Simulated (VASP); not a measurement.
Band structure of GaAs (zinc blende). These are PBE GGA, VASP's PBE PAW potentials (set 64) (plane waves; VASP) values and carry that method's errors.

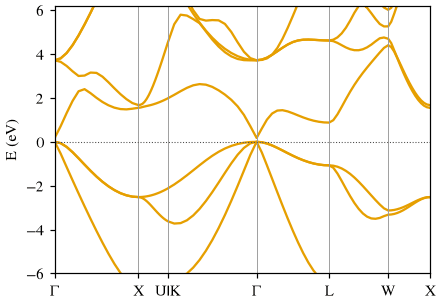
Bands along high-symmetry lines, zero at the valence-band maximum or, without a gap, the Fermi level

**Question.** Read the plot: is there a gap, and where are the band edges?

**Answer.** The gap is direct, 0.18 eV, from the valence maximum at Γ to the conduction minimum at Γ. (Edges off the drawn lines would not show.)

Measured: gap 1.57 eV (computed value off by -1.39 eV), as given by Wei Chen et al., Physical Review Materials (2018), doi:10.1103/physrevmaterials.2.073803 [zero-point renormalisation of 0.05 eV added back (the table's ZPR column)].

The compound is GaAs in the zinc blende structure. It was relaxed first.
